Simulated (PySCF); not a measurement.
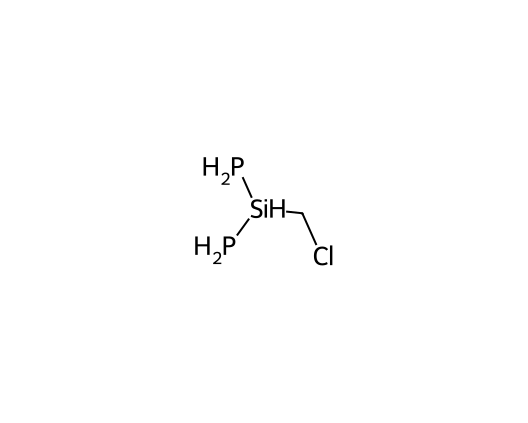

The picture comes from a calculation with PySCF.

Give its SMILES.

P[SiH](P)CCl

Give the formula, hydrogens included.

CH7ClP2Si.

An optimisation with PBE0-D3(BJ)/def2-SVP gave a structure of which point group?

C1. Other conformers may differ.
